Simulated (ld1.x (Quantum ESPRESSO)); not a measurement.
# Pseudopotential generation for P (part 2 of 2)

The same run, continued: phosphorus (P, Z = 15), core [Ne], reference valence 3s2 3p1 (an ion of charge +2), valence charge 5. Method: TM potential, LDA (PZ), scalar-relativistic, made with ld1.x (Quantum ESPRESSO) 7.5.

## Output of the test run (extracts), continued
```
     ---------------------- Testing the pseudopotential ----------------------

     P
     scalar relativistic calculation

     atomic number is 15.00   valence charge is  5.00
     dft =PZ   lsd =0 sic =0 latt =0  beta=0.20 tr2=1.0E-14
     mesh =1147 r(mesh) = 101.18493 xmin = -7.00 dx = 0.01250

     n l     nl             e AE (Ry)        e PS (Ry)    De AE-PS (Ry)
     1 0     3S   1( 2.00)       -1.35757       -1.36041        0.00284
     2 1     3P   1( 2.50)       -0.71699       -0.71948        0.00249

     eps = 7.5E-15  iter = 10

     Etot =    -681.293153 Ry,    -340.646577 Ha,   -9269.465571 eV
     Etotps =   -12.570215 Ry,      -6.285108 Ha,    -171.026491 eV
     dEtot_ae =      -1.855782 Ry
     dEtot_ps =      -1.858799 Ry,   Delta E=       0.003017 Ry

     Ekin =       4.980016 Ry,       2.490008 Ha,      67.756575 eV
     Encl =     -24.461445 Ry,     -12.230722 Ha,    -332.814909 eV
     Ehrt =       8.855057 Ry,       4.427529 Ha,     120.479190 eV
     Ecxc =      -2.643594 Ry,      -1.321797 Ha,     -35.967935 eV
     Epseu=       0.699750 Ry,       0.349875 Ha,       9.520588 eV

     ---------------------- End of pseudopotential test ----------------------

     ---------------------- Testing the pseudopotential ----------------------

     P
     scalar relativistic calculation

     atomic number is 15.00   valence charge is  5.00
     dft =PZ   lsd =0 sic =0 latt =0  beta=0.20 tr2=1.0E-14
     mesh =1147 r(mesh) = 101.18493 xmin = -7.00 dx = 0.01250

     n l     nl             e AE (Ry)        e PS (Ry)    De AE-PS (Ry)
     1 0     3S   1( 2.00)       -0.85164       -0.85359        0.00195
     2 1     3P   1( 3.30)       -0.24540       -0.24684        0.00144

     eps = 6.1E-15  iter =  9

     Etot =    -681.672217 Ry,    -340.836109 Ha,   -9274.623002 eV
     Etotps =   -12.950934 Ry,      -6.475467 Ha,    -176.206440 eV
     dEtot_ae =      -2.234846 Ry
     dEtot_ps =      -2.239518 Ry,   Delta E=       0.004672 Ry

     Ekin =       5.275228 Ry,       2.637614 Ha,      71.773131 eV
     Encl =     -27.191444 Ry,     -13.595722 Ha,    -369.958437 eV
     Ehrt =      11.352375 Ry,       5.676187 Ha,     154.456930 eV
     Ecxc =      -3.035085 Ry,      -1.517543 Ha,     -41.294440 eV
     Epseu=       0.647992 Ry,       0.323996 Ha,       8.816376 eV

     ---------------------- End of pseudopotential test ----------------------

     ---------------------- Testing the pseudopotential ----------------------

     P
     scalar relativistic calculation

     atomic number is 15.00   valence charge is  5.00
     dft =PZ   lsd =1 sic =0 latt =0  beta=0.20 tr2=1.0E-14
     mesh =1147 r(mesh) = 101.18493 xmin = -7.00 dx = 0.01250

     n l     nl             e AE (Ry)        e PS (Ry)    De AE-PS (Ry)
     1 0     3S   1( 1.00)       -2.53643       -2.54085        0.00442
     2 1     3P   1( 1.00)       -1.82732       -1.83088        0.00356
     1 0     3S   2( 1.00)       -2.45326       -2.44605       -0.00721  !
     2 1     3P   2( 0.00)       -1.74852       -1.74269       -0.00584  !

     eps = 4.9E-15  iter =  9

     Etot =    -679.456874 Ry,    -339.728437 Ha,   -9244.481715 eV
     Etotps =   -10.733242 Ry,      -5.366621 Ha,    -146.033195 eV
     dEtot_ae =      -0.019502 Ry
     dEtot_ps =      -0.021826 Ry,   Delta E=       0.002323 Ry

     Ekin =       3.819107 Ry,       1.909553 Ha,      51.961597 eV
     Encl =     -18.095105 Ry,      -9.047552 Ha,    -246.196441 eV
     Ehrt =       4.460145 Ry,       2.230073 Ha,      60.683371 eV
     Ecxc =      -1.781894 Ry,      -0.890947 Ha,     -24.243907 eV
     Epseu=       0.864505 Ry,       0.432252 Ha,      11.762186 eV

     ---------------------- End of pseudopotential test ----------------------

     ---------------------- Testing the pseudopotential ----------------------

     P
     scalar relativistic calculation

     atomic number is 15.00   valence charge is  5.00
     dft =PZ   lsd =1 sic =0 latt =0  beta=0.20 tr2=1.0E-14
     mesh =1147 r(mesh) = 101.18493 xmin = -7.00 dx = 0.01250

     n l     nl             e AE (Ry)        e PS (Ry)    De AE-PS (Ry)
     1 0     3S   1( 1.00)       -1.08304       -1.08987        0.00683  !
     2 1     3P   1( 3.00)       -0.45936       -0.46369        0.00433
     1 0     3S   2( 1.00)       -0.91190       -0.89897       -0.01293  !
     2 1     3P   2( 0.00)       -0.30668       -0.29904       -0.00764  !

     eps = 1.7E-15  iter = 15

     Etot =    -681.684973 Ry,    -340.842487 Ha,   -9274.796550 eV
     Etotps =   -12.972285 Ry,      -6.486142 Ha,    -176.496925 eV
     dEtot_ae =      -2.247602 Ry
     dEtot_ps =      -2.260868 Ry,   Delta E=       0.013267 Ry

     Ekin =       5.282831 Ry,       2.641415 Ha,      71.876577 eV
     Encl =     -26.395607 Ry,     -13.197803 Ha,    -359.130525 eV
     Ehrt =      10.535391 Ry,       5.267695 Ha,     143.341296 eV
     Ecxc =      -3.049953 Ry,      -1.524977 Ha,     -41.496731 eV
     Epseu=       0.655054 Ry,       0.327527 Ha,       8.912458 eV

     ---------------------- End of pseudopotential test ----------------------
```

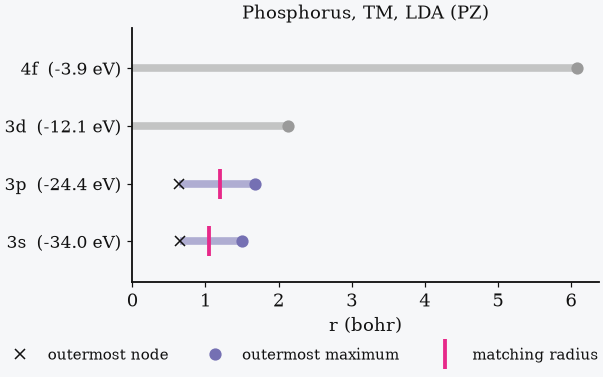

Fig. 1: Outer shells of the all-electron reference atom: each bar runs from the outermost node (or the nucleus) to the outermost maximum of u(r); the tick is the radius chosen for the pseudo-wave. Shells without a tick have no pseudo-wave of their own. Levels, nodes and maxima are from ld1.x, scalar-relativistic.

- Radii against the shells: 3s: 1.05 bohr, between node and maximum; 3p: 1.20 bohr, between node and maximum.

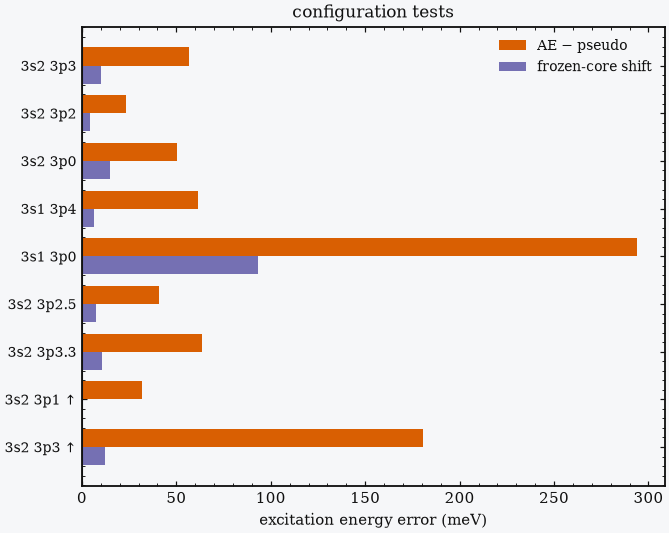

Fig. 2: Errors, all-electron minus pseudo, of the energies of valence configurations relative to the unpolarised reference 3s2 3p1. An arrow marks spin-polarised runs filled by Hund’s rule. The frozen-core shift is the all-electron excitation energy with the core held at its reference shape less the relaxed one.

- Worst configuration: 3s1 3p0 (charge +4): the error is +294 meV on an all-electron energy of +82.08 eV relative to the reference, or 0.36 %.
- Errors in meV: 3s2 3p3: +57; 3s2 3p2: +23; 3s2 3p0: +50; 3s1 3p4: +62; 3s1 3p0: +294; 3s2 3p2.5: +41; 3s2 3p3.3: +64; 3s2 3p1 ↑: +32; 3s2 3p3 ↑: +181.
- Configurations within 10 meV and within 50 meV: 0 and 3 of 9.

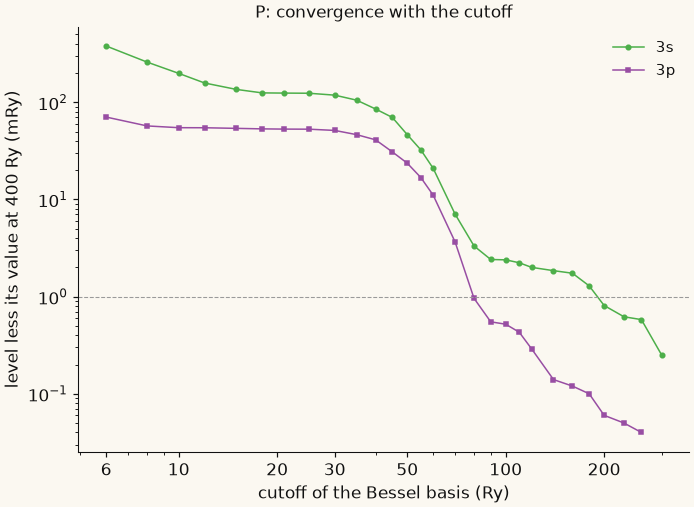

Fig. 3: The pseudo-atom Hamiltonian at the reference potential is diagonalised in spherical Bessel functions (20 bohr box) up to the cutoff. Curves: distance of each valence level from its value at 400 Ry.

- Cutoffs from which each level stays within 1 mRy: 3s: 200 Ry; 3p: 80 Ry.
- Cutoffs for 10 and 1 mRy in the occupation-weighted sum of levels: 80 Ry and 300 Ry, on the ladder of cutoffs that was run.
- Hardest occupied shell: 3s: its level needs 200 Ry to come within 1 mRy, against 80 Ry for 3p.

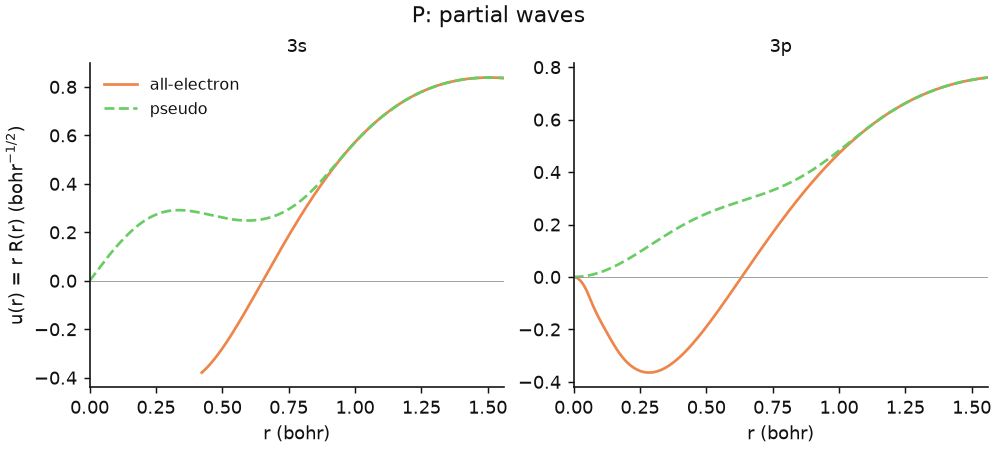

Fig. 4: Partial waves u(r) = r R(r), all-electron (solid) and pseudo (dashed). The innermost oscillations of some all-electron curves aren't drawn. Reference configuration 3s2 3p1.

- Matching radii: 3s at 1.05 bohr; 3p at 1.20 bohr. The curves merge smoothly, so the plot gives these only roughly.
- Nodes of the pseudo-waves: 3s has no node; 3p has no node.
- Cutoffs needed: 80 Ry (loose) and 300 Ry (tight), as the cutoffs, on a coarse ladder, from which the occupation-weighted sum of valence levels, in a spherical-Bessel basis at the reference potential, stays within 10 and 1 mRy of its value at 400 Ry.

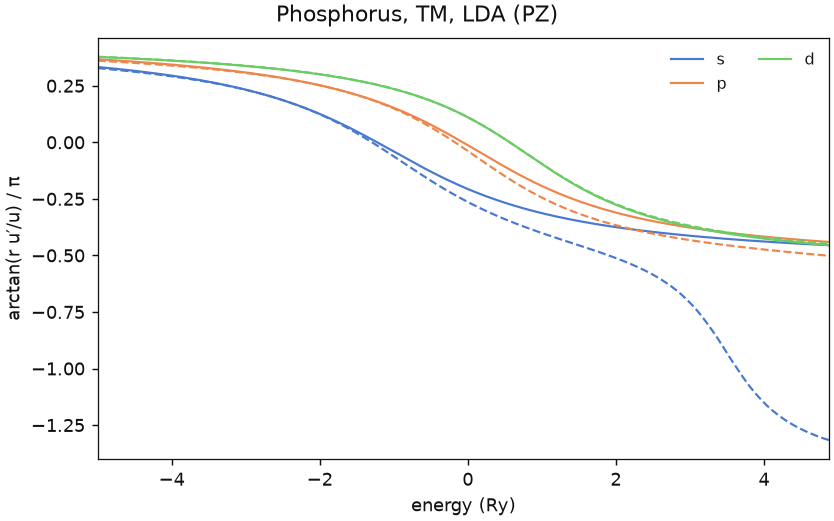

Fig. 5: Unwrapped phase arctan(r u′/u) in units of π against energy, all-electron (solid) and pseudo (dashed); the pseudo phase is matched to the all-electron one at the reference energy. Here u = r R(r).

- Ghost states: Going away from the reference energies, the phases part by more than π/2 in: s at about 3.5 Ry (above its reference energy, pseudo phase lower). Such a step is either a state that only one of the two atoms has or an ordinary level shifted in energy. The separate test gives: no ghost state below the valence levels in the s, d, p, f channels.
- Range over which the phases agree within 0.05 rad: s: up to about -1.2 Ry; p: up to about -0.3 Ry; d: over the whole range drawn.

Outcome of the run: generated.
